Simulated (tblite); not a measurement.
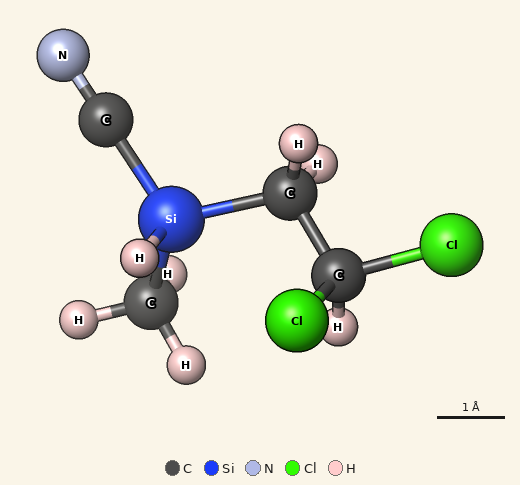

Figure 1. The input geometry (ball-and-stick view, seen at a tilt).

Geometry relaxation of C4H7Cl2NSi (part 1 of 2)

System: C4H7Cl2NSi.
Method: GFN2-xTB geometry optimisation, gas phase (tblite 0.8.0).

It belongs to a series of runs on one base structure; here: H on Si replaced by CH3.

## What the program printed
```
step      E/eV     max force
  0    -702.39396    5.019
  1    -701.92009   16.522
  2    -702.59734    1.220
  3    -702.61975    0.535
  4    -702.66596    1.196
  5    -702.68391    1.101
  6    -702.69939    0.348
  7    -702.70489    0.234
  8    -702.71094    0.454
  9    -702.71645    0.427
 10    -702.72204    0.211
 11    -702.72596    0.165
 12    -702.72855    0.212
 13    -702.73053    0.188
 14    -702.73268    0.127
 15    -702.73513    0.161
 16    -702.73778    0.247
 17    -702.74036    0.225
 18    -702.74272    0.139
 19    -702.74475    0.139
 20    -702.74638    0.155
 21    -702.74755    0.131
 22    -702.74840    0.069
 23    -702.74920    0.110
 24    -702.75005    0.150
 25    -702.75088    0.154
 26    -702.75158    0.086
 27    -702.75216    0.077
 28    -702.75271    0.089
 29    -702.75326    0.087
 30    -702.75372    0.065
 31    -702.75407    0.042
 32    -702.75437    0.054
 33    -702.75466    0.062
 34    -702.75496    0.061
 35    -702.75524    0.054
 36    -702.75549    0.044
 37    -702.75573    0.070
 38    -702.75595    0.069
 39    -702.75616    0.043
 40    -702.75636    0.041
 41    -702.75662    0.067
 42    -702.75698    0.104
 43    -702.75741    0.111
 44    -702.75777    0.071
 45    -702.75797    0.031
 46    -702.75811    0.030
 47    -702.75827    0.061
 48    -702.75851    0.092
 49    -702.75881    0.109
 50    -702.75911    0.095
 51    -702.75938    0.065
 52    -702.75961    0.047
 53    -702.75986    0.052
 54    -702.76024    0.087
 55    -702.76077    0.090
 56    -702.76131    0.078
 57    -702.76171    0.056
 58    -702.76196    0.042
 59    -702.76217    0.049
 60    -702.76239    0.052
 61    -702.76259    0.036
 62    -702.76276    0.038
 63    -702.76294    0.046
 64    -702.76322    0.066
 65    -702.76367    0.089
 66    -702.76419    0.080
 67    -702.76461    0.049
 68    -702.76491    0.062
 69    -702.76525    0.057
 70    -702.76573    0.073
 71    -702.76658    0.069
 72    -702.76738    0.079
 73    -702.76821    0.093
 74    -702.76894    0.077
 75    -702.76968    0.069
 76    -702.77036    0.101
 77    -702.77110    0.082
 78    -702.77156    0.045
 79    -702.77185    0.040
 80    -702.77216    0.095
 81    -702.77238    0.100
 82    -702.77256    0.097
 83    -702.77264    0.024
 84    -702.77267    0.009
```

## Trajectory as extended XYZ (Å, eV, eV/Å), 32 of the 85 frames kept, from step=0 to step=84
```
15
Properties=species:S:1:pos:R:3:forces:R:3 step=0 energy=-702.39396
C    -1.5157   -1.1951    0.2321   -1.4210  -1.0320  -0.1940
Si   -0.7158    0.4722    0.2257    0.3520   0.0710   1.8370
C    -1.8169    1.7696   -0.4120   -2.9850   3.5390  -1.9390
N    -2.5306    2.6159   -0.8181    2.2850  -2.7390   1.3350
C     0.9409    0.5085   -0.6088    0.5720   0.5140  -0.8590
C     1.8824   -0.4232    0.0986    0.4310   0.2620  -0.3540
Cl    2.1247    0.0403    1.8064   -0.0270  -0.1740  -0.2040
Cl    3.4754   -0.2958   -0.7139    0.1560  -0.2330   0.0150
H    -1.8155   -1.4805   -0.8041    0.0760  -0.0250   0.8620
H    -0.9087   -1.9986    0.6609   -0.0640   0.2920  -0.2300
H    -2.4364   -1.1336    0.8725    0.7060  -0.1850  -0.7650
H    -0.4735    0.8311    1.6389   -0.2220   0.1760  -0.1010
H     0.8283    0.2375   -1.6823    0.3680   0.0310   0.6170
H     1.3795    1.5266   -0.5760   -0.2590  -0.4750  -0.1060
H     1.5775   -1.4669    0.0581    0.0310  -0.0220   0.0870
15
Properties=species:S:1:pos:R:3:forces:R:3 step=3 energy=-702.61975
C    -1.5420   -1.2142    0.2289   -0.0010   0.0500  -0.0030
Si   -0.7135    0.4757    0.2669   -0.1060   0.0370   0.3500
C    -1.8324    1.7883   -0.4280   -0.2220   0.2800  -0.2500
N    -2.5288    2.6125   -0.8161    0.1170  -0.1720   0.0590
C     0.9503    0.5176   -0.6219   -0.0660   0.0040   0.1180
C     1.8944   -0.4167    0.0861    0.1980   0.0540  -0.2450
Cl    2.1240    0.0348    1.7996    0.0020  -0.1150  -0.1580
Cl    3.4829   -0.3040   -0.7141    0.2640  -0.2070  -0.0460
H    -1.8168   -1.4846   -0.7857   -0.1480  -0.1930   0.0830
H    -0.9110   -1.9914    0.6539   -0.0160   0.0430  -0.1150
H    -2.4255   -1.1409    0.8544   -0.1760  -0.2150  -0.1690
H    -0.4797    0.8394    1.6444   -0.1200   0.2860   0.4360
H     0.8397    0.2369   -1.6702    0.2160  -0.0580   0.0510
H     1.3747    1.5191   -0.5804   -0.0200   0.0620  -0.1230
H     1.5793   -1.4646    0.0604    0.0780   0.1440   0.0110
15
Properties=species:S:1:pos:R:3:forces:R:3 step=5 energy=-702.68391
C    -1.5478   -1.2125    0.2283   -0.0630   0.0810  -0.0120
Si   -0.7240    0.4826    0.3100    0.0080   0.2410  -0.1090
C    -1.8383    1.7973   -0.4454    0.6680  -0.7790   0.3990
N    -2.5348    2.6157   -0.8203   -0.5300   0.6000  -0.3490
C     0.9461    0.5198   -0.6124    0.0560   0.0510  -0.0330
C     1.9166   -0.4095    0.0599   -0.0120  -0.0050   0.1780
Cl    2.1249    0.0218    1.7820    0.1050  -0.0300  -0.0310
Cl    3.5124   -0.3276   -0.7196    0.1420  -0.1010  -0.0930
H    -1.8325   -1.5054   -0.7746   -0.0320  -0.0290  -0.1050
H    -0.9125   -1.9859    0.6409    0.0760  -0.0710   0.0330
H    -2.4428   -1.1655    0.8337   -0.2080  -0.1560   0.0310
H    -0.4943    0.8716    1.6911   -0.1510   0.1880   0.1950
H     0.8635    0.2308   -1.6623   -0.0520  -0.0130   0.0590
H     1.3711    1.5244   -0.5940   -0.0780   0.0340  -0.0260
H     1.5882   -1.4497    0.0609    0.0720  -0.0110  -0.1360
15
Properties=species:S:1:pos:R:3:forces:R:3 step=8 energy=-702.71094
C    -1.5580   -1.2078    0.2287   -0.0250  -0.0120   0.0210
Si   -0.7234    0.4989    0.3294    0.0470  -0.1350   0.0690
C    -1.8322    1.7929   -0.4453   -0.2410   0.3130  -0.0920
N    -2.5375    2.6139   -0.8295    0.2790  -0.3490   0.0800
C     0.9510    0.5239   -0.6075    0.0220  -0.0070   0.0570
C     1.9280   -0.4053    0.0613    0.0380  -0.0150  -0.0170
Cl    2.1386    0.0132    1.7731    0.1210   0.0100   0.0750
Cl    3.5375   -0.3496   -0.7306   -0.0670  -0.0250  -0.0080
H    -1.8407   -1.5146   -0.7768    0.0750   0.1210   0.0040
H    -0.9103   -1.9837    0.6356   -0.0530   0.0850  -0.0040
H    -2.4677   -1.1939    0.8243    0.0180  -0.0560  -0.0110
H    -0.5200    0.9064    1.7266   -0.1380   0.0680  -0.1180
H     0.8676    0.2257   -1.6538   -0.1100  -0.0130   0.0300
H     1.3626    1.5329   -0.6030   -0.0030   0.0450   0.0110
H     1.6001   -1.4449    0.0456    0.0380  -0.0290  -0.0970
15
Properties=species:S:1:pos:R:3:forces:R:3 step=11 energy=-702.72596
C    -1.5682   -1.2043    0.2318    0.0460   0.0100   0.0080
Si   -0.7178    0.4960    0.3411   -0.0950  -0.0630   0.0600
C    -1.8254    1.7910   -0.4351    0.0580  -0.0590  -0.0100
N    -2.5286    2.5970   -0.8425   -0.0260   0.0210  -0.0600
C     0.9580    0.5264   -0.5977   -0.0860  -0.0140   0.0710
C     1.9378   -0.4062    0.0663    0.0590  -0.0010  -0.1540
Cl    2.1684    0.0094    1.7795    0.0360  -0.0530  -0.0430
Cl    3.5420   -0.3654   -0.7403   -0.0410   0.0370  -0.0060
H    -1.8324   -1.4984   -0.7822    0.0480   0.0940   0.0090
H    -0.9141   -1.9735    0.6350   -0.0110  -0.0170   0.0080
H    -2.4828   -1.2194    0.8205    0.0480   0.0450  -0.0370
H    -0.5588    0.9387    1.7294   -0.0350   0.0200  -0.0300
H     0.8483    0.2216   -1.6418   -0.0220   0.0080   0.0840
H     1.3555    1.5433   -0.6052    0.0270  -0.0680   0.0280
H     1.6137   -1.4481    0.0193   -0.0050   0.0390   0.0720
15
Properties=species:S:1:pos:R:3:forces:R:3 step=14 energy=-702.73268
C    -1.5676   -1.2030    0.2343    0.0200  -0.0230   0.0030
Si   -0.7246    0.4900    0.3535    0.0350   0.1060  -0.0080
C    -1.8199    1.7874   -0.4350    0.0200  -0.0650  -0.0400
N    -2.5234    2.5870   -0.8545   -0.0180   0.0300  -0.0560
C     0.9518    0.5255   -0.5850    0.0090  -0.0140  -0.0060
C     1.9470   -0.4067    0.0540   -0.0700  -0.0100   0.1060
Cl    2.1868    0.0003    1.7758    0.0140  -0.0430  -0.0570
Cl    3.5406   -0.3669   -0.7482    0.0360   0.0660  -0.0970
H    -1.8223   -1.4792   -0.7849    0.0250   0.0240  -0.0450
H    -0.9164   -1.9725    0.6359    0.0270  -0.0790   0.0110
H    -2.4848   -1.2248    0.8144   -0.0220   0.0440   0.0010
H    -0.5808    0.9565    1.7293    0.0070   0.0180   0.0930
H     0.8352    0.2206   -1.6266   -0.0560   0.0040  -0.0010
H     1.3549    1.5395   -0.6015   -0.0120  -0.0280   0.0550
H     1.6189   -1.4458    0.0164   -0.0160  -0.0290   0.0410
15
Properties=species:S:1:pos:R:3:forces:R:3 step=16 energy=-702.73778
C    -1.5638   -1.2036    0.2369    0.0130   0.0050   0.0000
Si   -0.7286    0.4934    0.3648    0.0940   0.0260   0.0660
C    -1.8157    1.7809   -0.4412   -0.1570   0.1310  -0.1390
N    -2.5185    2.5788   -0.8694    0.1030  -0.1060   0.0120
C     0.9456    0.5229   -0.5733    0.0600  -0.0130  -0.0290
C     1.9494   -0.4080    0.0505   -0.0460  -0.0440   0.1130
Cl    2.2040   -0.0123    1.7667    0.0140   0.0090   0.0490
Cl    3.5417   -0.3608   -0.7642   -0.0390   0.0560  -0.0890
H    -1.8106   -1.4595   -0.7909    0.0290  -0.0250   0.0110
H    -0.9163   -1.9796    0.6376   -0.0270  -0.0180  -0.0330
H    -2.4874   -1.2240    0.8085    0.0060   0.0130  -0.0170
H    -0.5986    0.9730    1.7379    0.0260   0.0030   0.0880
H     0.8188    0.2203   -1.6128   -0.0560  -0.0080  -0.0630
H     1.3540    1.5326   -0.5926   -0.0140   0.0520   0.0490
H     1.6215   -1.4460    0.0196   -0.0050  -0.0810  -0.0190
15
Properties=species:S:1:pos:R:3:forces:R:3 step=19 energy=-702.74475
C    -1.5563   -1.2012    0.2405    0.0140   0.0650  -0.0030
Si   -0.7257    0.5014    0.3870   -0.0280  -0.0090   0.0390
C    -1.8147    1.7713   -0.4578    0.0380  -0.0500   0.0320
N    -2.5104    2.5671   -0.8971   -0.0200   0.0140  -0.0750
C     0.9427    0.5182   -0.5598   -0.0240   0.0110   0.0230
C     1.9489   -0.4162    0.0554    0.0420  -0.0250  -0.0880
Cl    2.2305   -0.0279    1.7626   -0.0030   0.0280   0.0800
Cl    3.5337   -0.3454   -0.7963   -0.1390  -0.0020   0.0050
H    -1.7894   -1.4345   -0.7972    0.0190  -0.0480   0.0490
H    -0.9202   -1.9909    0.6356   -0.0420   0.0470  -0.0400
H    -2.4892   -1.2213    0.7981    0.0270  -0.0110  -0.0310
H    -0.6199    0.9960    1.7595    0.0460  -0.0200   0.0290
H     0.7890    0.2196   -1.5993    0.0360   0.0170   0.0160
H     1.3512    1.5287   -0.5739    0.0040   0.0130  -0.0020
H     1.6253   -1.4569    0.0208    0.0300  -0.0290  -0.0340
15
Properties=species:S:1:pos:R:3:forces:R:3 step=22 energy=-702.74840
C    -1.5517   -1.1939    0.2415   -0.0240  -0.0100  -0.0080
Si   -0.7257    0.5061    0.4015   -0.0160   0.0290  -0.0100
C    -1.8142    1.7657   -0.4644    0.0220  -0.0050   0.0460
N    -2.5051    2.5590   -0.9174    0.0240  -0.0450  -0.0470
C     0.9391    0.5171   -0.5514   -0.0260   0.0100   0.0290
C     1.9502   -0.4224    0.0518   -0.0480   0.0290   0.0320
Cl    2.2410   -0.0324    1.7679   -0.0200  -0.0180  -0.0510
Cl    3.5149   -0.3373   -0.8126   -0.0060  -0.0130  -0.0240
H    -1.7774   -1.4291   -0.7955   -0.0020  -0.0070  -0.0290
H    -0.9256   -1.9914    0.6308    0.0370   0.0250   0.0280
H    -2.4876   -1.2201    0.7903   -0.0320   0.0020   0.0080
H    -0.6223    1.0029    1.7741    0.0390  -0.0240   0.0040
H     0.7795    0.2218   -1.5918    0.0320   0.0290   0.0390
H     1.3503    1.5278   -0.5648    0.0020  -0.0270  -0.0040
H     1.6303   -1.4656    0.0180    0.0170   0.0260  -0.0120
15
Properties=species:S:1:pos:R:3:forces:R:3 step=24 energy=-702.75005
C    -1.5512   -1.1905    0.2415   -0.0280  -0.0380  -0.0030
Si   -0.7282    0.5100    0.4092    0.0190  -0.0380   0.0260
C    -1.8119    1.7625   -0.4639   -0.0840   0.1190  -0.0370
N    -2.5000    2.5501   -0.9327    0.0810  -0.1100   0.0030
C     0.9342    0.5175   -0.5435    0.0150   0.0080  -0.0040
C     1.9480   -0.4230    0.0507   -0.0410   0.0140   0.0710
Cl    2.2454   -0.0368    1.7662   -0.0100  -0.0180  -0.0340
Cl    3.5041   -0.3347   -0.8231    0.0470   0.0000  -0.0400
H    -1.7711   -1.4264   -0.7970   -0.0060   0.0110  -0.0230
H    -0.9255   -1.9889    0.6307    0.0330   0.0360   0.0380
H    -2.4895   -1.2198    0.7863   -0.0270  -0.0010   0.0030
H    -0.6209    1.0050    1.7821    0.0310  -0.0240   0.0010
H     0.7774    0.2254   -1.5836   -0.0110   0.0070  -0.0140
H     1.3501    1.5249   -0.5604    0.0040   0.0240   0.0200
H     1.6346   -1.4674    0.0155   -0.0240   0.0090  -0.0060
15
Properties=species:S:1:pos:R:3:forces:R:3 step=27 energy=-702.75216
C    -1.5535   -1.1891    0.2413    0.0020   0.0030   0.0100
Si   -0.7303    0.5111    0.4210   -0.0050  -0.0190  -0.0010
C    -1.8093    1.7615   -0.4615    0.0060   0.0020   0.0060
N    -2.4918    2.5349   -0.9586   -0.0100   0.0040  -0.0380
C     0.9296    0.5195   -0.5341    0.0160   0.0110  -0.0210
C     1.9423   -0.4233    0.0552    0.0480  -0.0120  -0.0590
Cl    2.2508   -0.0441    1.7625    0.0130  -0.0050   0.0330
Cl    3.4938   -0.3311   -0.8409    0.0170   0.0010   0.0130
H    -1.7632   -1.4215   -0.8010   -0.0050   0.0060   0.0180
H    -0.9220   -1.9810    0.6353   -0.0060   0.0130   0.0240
H    -2.4952   -1.2203    0.7811   -0.0050  -0.0200  -0.0160
H    -0.6149    1.0045    1.7930    0.0190  -0.0240   0.0090
H     0.7725    0.2311   -1.5748   -0.0270  -0.0010  -0.0250
H     1.3502    1.5248   -0.5514   -0.0070   0.0370   0.0360
H     1.6366   -1.4692    0.0111   -0.0560   0.0060   0.0110
15
Properties=species:S:1:pos:R:3:forces:R:3 step=30 energy=-702.75372
C    -1.5557   -1.1883    0.2424    0.0110   0.0250   0.0150
Si   -0.7316    0.5098    0.4276    0.0130   0.0570  -0.0290
C    -1.8081    1.7633   -0.4588    0.0320  -0.0480   0.0030
N    -2.4863    2.5235   -0.9814   -0.0080   0.0140  -0.0150
C     0.9291    0.5231   -0.5315   -0.0070   0.0040   0.0030
C     1.9431   -0.4240    0.0514   -0.0050   0.0110  -0.0230
Cl    2.2540   -0.0498    1.7631    0.0210  -0.0140  -0.0220
Cl    3.4903   -0.3293   -0.8502    0.0010  -0.0170   0.0360
H    -1.7598   -1.4196   -0.8009    0.0110  -0.0130   0.0170
H    -0.9197   -1.9726    0.6431   -0.0250  -0.0270   0.0070
H    -2.5006   -1.2234    0.7759   -0.0050  -0.0160   0.0000
H    -0.6042    0.9969    1.8012    0.0010  -0.0230  -0.0020
H     0.7672    0.2363   -1.5733   -0.0040   0.0370   0.0120
H     1.3490    1.5302   -0.5403   -0.0230  -0.0150   0.0040
H     1.6287   -1.4682    0.0097   -0.0130   0.0230  -0.0070
15
Properties=species:S:1:pos:R:3:forces:R:3 step=33 energy=-702.75466
C    -1.5552   -1.1855    0.2453   -0.0040  -0.0130   0.0060
Si   -0.7307    0.5138    0.4290    0.0000  -0.0390   0.0230
C    -1.8065    1.7618   -0.4604   -0.0260   0.0270  -0.0500
N    -2.4825    2.5173   -0.9935    0.0250  -0.0230   0.0200
C     0.9282    0.5255   -0.5301   -0.0030   0.0120   0.0040
C     1.9433   -0.4231    0.0466   -0.0300   0.0060   0.0390
Cl    2.2590   -0.0550    1.7604    0.0110  -0.0030  -0.0180
Cl    3.4902   -0.3306   -0.8503    0.0080  -0.0190   0.0050
H    -1.7563   -1.4196   -0.7982    0.0210  -0.0040   0.0090
H    -0.9222   -1.9718    0.6483   -0.0160  -0.0030   0.0040
H    -2.5036   -1.2265    0.7729    0.0080   0.0180   0.0090
H    -0.5989    0.9902    1.8054   -0.0050  -0.0050  -0.0020
H     0.7632    0.2438   -1.5720    0.0030   0.0310  -0.0100
H     1.3457    1.5324   -0.5336    0.0050   0.0200  -0.0110
H     1.6219   -1.4647    0.0083    0.0040  -0.0040  -0.0290
15
Properties=species:S:1:pos:R:3:forces:R:3 step=35 energy=-702.75524
C    -1.5552   -1.1838    0.2480   -0.0050  -0.0310   0.0010
Si   -0.7303    0.5148    0.4330   -0.0280  -0.0430   0.0160
C    -1.8045    1.7594   -0.4642    0.0050  -0.0060  -0.0180
N    -2.4783    2.5110   -1.0048   -0.0020   0.0070   0.0000
C     0.9266    0.5284   -0.5271    0.0010   0.0210  -0.0010
C     1.9407   -0.4223    0.0466    0.0040  -0.0070  -0.0100
Cl    2.2657   -0.0600    1.7569   -0.0050   0.0060   0.0200
Cl    3.4889   -0.3329   -0.8522   -0.0030  -0.0130  -0.0070
H    -1.7502   -1.4185   -0.7962    0.0110  -0.0020  -0.0050
H    -0.9255   -1.9714    0.6526    0.0040  -0.0080   0.0150
H    -2.5059   -1.2279    0.7709    0.0020   0.0330   0.0100
H    -0.5971    0.9867    1.8096   -0.0070   0.0090   0.0120
H     0.7588    0.2525   -1.5699    0.0110   0.0140  -0.0120
H     1.3433    1.5352   -0.5287    0.0180   0.0330  -0.0030
H     1.6186   -1.4632    0.0034   -0.0060  -0.0140  -0.0190
15
Properties=species:S:1:pos:R:3:forces:R:3 step=38 energy=-702.75595
C    -1.5559   -1.1858    0.2515    0.0080  -0.0060   0.0020
Si   -0.7326    0.5121    0.4383    0.0130   0.0270  -0.0200
C    -1.8019    1.7557   -0.4703    0.0310  -0.0520   0.0330
N    -2.4729    2.5040   -1.0185   -0.0160   0.0280  -0.0150
C     0.9251    0.5352   -0.5241    0.0110   0.0080   0.0000
C     1.9376   -0.4217    0.0446    0.0140   0.0010  -0.0300
Cl    2.2714   -0.0652    1.7549   -0.0250  -0.0030   0.0080
Cl    3.4867   -0.3378   -0.8547   -0.0120  -0.0040  -0.0170
H    -1.7422   -1.4191   -0.7942   -0.0080  -0.0170  -0.0070
H    -0.9287   -1.9722    0.6608    0.0050  -0.0220   0.0220
H    -2.5088   -1.2248    0.7701   -0.0090   0.0130   0.0000
H    -0.5937    0.9812    1.8159   -0.0200   0.0110  -0.0020
H     0.7564    0.2659   -1.5692    0.0130   0.0080   0.0100
H     1.3426    1.5427   -0.5226    0.0060  -0.0010   0.0160
H     1.6126   -1.4621   -0.0046   -0.0090   0.0100   0.0010
15
Properties=species:S:1:pos:R:3:forces:R:3 step=41 energy=-702.75662
C    -1.5546   -1.1900    0.2543    0.0100   0.0180   0.0020
Si   -0.7316    0.5106    0.4363    0.0340  -0.0190   0.0030
C    -1.8008    1.7508   -0.4742   -0.0430   0.0420  -0.0150
N    -2.4703    2.5039   -1.0192    0.0410  -0.0450   0.0280
C     0.9271    0.5414   -0.5252    0.0120  -0.0080   0.0010
C     1.9371   -0.4204    0.0398   -0.0100   0.0070   0.0310
Cl    2.2671   -0.0670    1.7547   -0.0220  -0.0150  -0.0260
Cl    3.4866   -0.3435   -0.8539    0.0010   0.0040  -0.0280
H    -1.7403   -1.4260   -0.7919   -0.0030  -0.0190   0.0280
H    -0.9314   -1.9782    0.6696   -0.0240   0.0180   0.0030
H    -2.5096   -1.2181    0.7717    0.0180  -0.0110  -0.0180
H    -0.5943    0.9774    1.8161   -0.0240   0.0110  -0.0250
H     0.7605    0.2769   -1.5715    0.0040   0.0080  -0.0040
H     1.3444    1.5491   -0.5189    0.0080  -0.0060   0.0220
H     1.6057   -1.4590   -0.0095   -0.0030   0.0140  -0.0010
15
Properties=species:S:1:pos:R:3:forces:R:3 step=43 energy=-702.75741
C    -1.5519   -1.1924    0.2586   -0.0010   0.0100  -0.0010
Si   -0.7270    0.5089    0.4365   -0.0160  -0.0440   0.0140
C    -1.7989    1.7431   -0.4778   -0.0590   0.0850  -0.0400
N    -2.4632    2.4983   -1.0270    0.0530  -0.0740   0.0460
C     0.9302    0.5494   -0.5237   -0.0010  -0.0050  -0.0040
C     1.9359   -0.4186    0.0354   -0.0130  -0.0040   0.0280
Cl    2.2628   -0.0736    1.7516    0.0020  -0.0130  -0.0140
Cl    3.4837   -0.3499   -0.8609    0.0100   0.0120  -0.0160
H    -1.7352   -1.4344   -0.7870    0.0120  -0.0130   0.0350
H    -0.9373   -1.9831    0.6830   -0.0230   0.0400  -0.0060
H    -2.5109   -1.2119    0.7699    0.0270  -0.0100  -0.0160
H    -0.5993    0.9757    1.8168   -0.0140   0.0160  -0.0190
H     0.7630    0.2936   -1.5715    0.0060   0.0070  -0.0240
H     1.3469    1.5567   -0.5081    0.0180   0.0030   0.0180
H     1.5967   -1.4538   -0.0178   -0.0010  -0.0110  -0.0020
```
